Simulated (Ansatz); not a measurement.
Take CsPbCl3 in the cubic perovskite structure (space group Pm-3m, No. 221; a = 5.5209 Å) as the base. Axes: x, y, z lie along the cube axes.

Perturbation: a pure shear with ε_xy = ε_yx = 0.0200, atoms relaxed at fixed cell.

The values are results of Ansatz (an electronic-structure program) LDA, no spin-orbit coupling, not measurements.

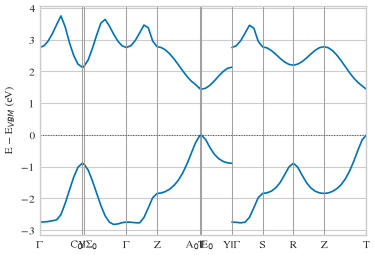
*Highest valence and lowest conduction band along the path of the changed cell's own zone*

Problem. From the figure, how large is the changed gap, and is it direct?

Solution. About 1.4 eV, direct at T.

Spin-orbit coupling, missing from the scalar runs, can matter with Pb. The cells carry an imposed strain or load. Stability against distortions was not tested. Many cubic perovskites are stable only at high temperature; tilts and polar distortions were not tested. This is not the structure that CsPbCl3 has at room temperature and ambient pressure. Labels are those of the standard path for the cell's own space group.
